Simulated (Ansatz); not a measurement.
## What a change does: single-point calculation on CH$_{3}$FGeO

System: CH$_{3}$FGeO.
Method of run 1: RKS SPW92 (LDA)/def2-TZVPP (Ansatz 0.2.0).

The geometry comes from this level: PBE0-D4/def2-TZVP. Text and figures count atoms from 1; the logs count them from 0 in places.

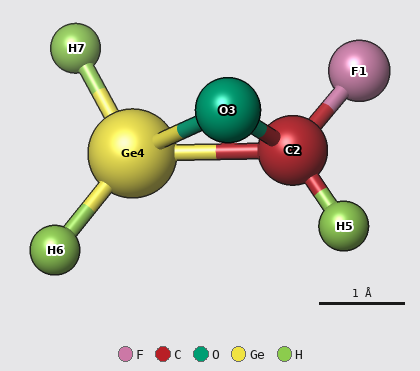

Fig. 1: The input geometry (ball-and-stick view, seen at a tilt; atoms are numbered from 1 in the order of the input). Sticks mark near contacts. Bond lengths as drawn: C–F 1.36 Å, C–Ge 1.92 Å, C–H 1.09 Å, C–O 1.36 Å, Ge–H 1.52 to 1.53 Å and Ge–O 1.87 Å.

## Input, run 1
```yaml
crystal:
  periodic: [false, false, false]
  atoms:
    - {symbol: F, position_ang: [0.620305, -1.843452, 0.496797]}
    - {symbol: C, position_ang: [0.422607, -0.512674, 0.688923]}
    - {symbol: O, position_ang: [1.164116, 0.290247, -0.122090]}
    - {symbol: Ge, position_ang: [-0.637559, 0.477728, -0.574061]}
    - {symbol: H, position_ang: [0.452336, -0.300800, 1.759635]}
    - {symbol: H, position_ang: [-1.088245, 1.916435, -0.327219]}
    - {symbol: H, position_ang: [-0.872259, -0.095384, -1.967586]}
basis:
  gaussian: {orbitals: def2-TZVPP}
hamiltonian: {xc: lda}
output: {orbitals: {seedname: orbitals}}
```

Hardware: 4 CPU threads, shared host.

## Output (run 1)
```
Functional definition: SPW92
  exchange = slater_x
  correlation = pw_c
1022 factors; their error is unknown
mean field evaluation 1: about -62233.0528 eV, gradient 7.0e1 eV
mean field evaluation 2: about -62101.5550 eV, gradient 2.0e2 eV
mean field evaluation 4: about -62240.9318 eV, gradient 2.4e1 eV
mean field evaluation 8: about -62241.7374 eV, gradient 4.0e-1 eV
mean field evaluation 16: about -62241.7183 eV, gradient 3.6e-4 eV
mean field -62241.71832568 eV, -2287.3409595166 hartree, gradient 7.1e-5 eV, S^2 0.000000; 0 other end points of the search recorded, 0 dependent functions left out
reference -62241.71835686 eV, -2287.3409606627 hartree; 29, 29 occupied and 154, 154 virtual orbitals, 1022 factors
Total energy: -62241.71835686 eV, -2287.3409606627 hartree
```

The input of run 2 differs as follows (lines with − go, lines with + come):
```diff
-hamiltonian: {xc: lda}
+hamiltonian: {xc: {name: wB97X-V}}
```

Predict how the results change.

The total energies belong to different methods, so their difference says nothing on which is more stable or more accurate. The HOMO goes from −6.27 to −9.50 eV. The LUMO goes from −2.17 to 0.87 eV.

## Output (run 2)
```
Functional definition: wB97X-V
  parameter omega = 0.3/bohr
  parameter cx = 0.167
  parameter cx1 = 0.603
  parameter cx2 = 1.194
  parameter css0 = 0.556
  parameter css1 = -0.257
  parameter cos0 = 1.219
  parameter cos1 = -1.850
  parameter b = 6.0
  parameter c = 0.01
  exchange = spin_sum(e_x_unif_sr(omega)*poly(b97_u_x, 1 - cx, cx1, cx2)) + cx*exact_x_sr(omega) + exact_x_lr(omega)
  correlation = spin_sum(e_c_pw_same_spin*poly(b97_u_same, css0, css1))
      + integral(e_c_pw_opposite_spin*poly(b97_u_opposite, cos0, cos1)) + vv10(b, c)
1053 factors; their error is unknown
216 factors; integrals over basis functions are off by at most 6.4e-6 eV
mean field evaluation 1: about -62357.1973 eV, gradient 5.2e1 eV
mean field evaluation 2: about -62353.3623 eV, gradient 7.3e1 eV
mean field evaluation 4: about -62361.8043 eV, gradient 3.9e0 eV
mean field evaluation 8: about -62361.8300 eV, gradient 6.1e-2 eV
mean field evaluation 16: about -62362.0115 eV, gradient 8.8e-5 eV
mean field -62362.01153102 eV, -2291.7616532753 hartree, gradient 4.0e-5 eV, S^2 0.000000; 0 other end points of the search recorded, 0 dependent functions left out
reference -62362.01152944 eV, -2291.7616532173 hartree; 29, 29 occupied and 154, 154 virtual orbitals, 1053 factors
Total energy: -62362.01152944 eV, -2291.7616532173 hartree
```

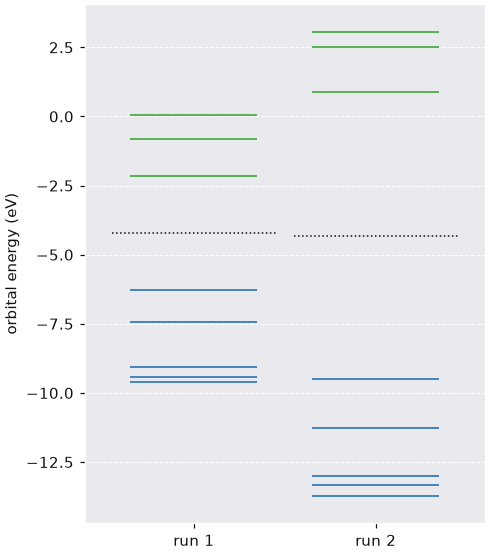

Fig. 2: The five highest filled and three lowest empty orbital energies of the two runs; the dotted lines part filled from empty levels. The HOMO–LUMO gap is 4.10 eV in run 1 and 10.37 eV in run 2.

## The two runs side by side

| quantity | run 1 | run 2 |
| --- | --- | --- |
| outcome | converged | converged |
| total energy (hartree) | −2287.340961 | −2291.761653 |
| HOMO (eV) | −6.27 | −9.50 |
| LUMO (eV) | −2.17 | 0.87 |
| basis functions | 183 | 183 |
| wall time (shared host) | 1.1 s | 4.6 s |
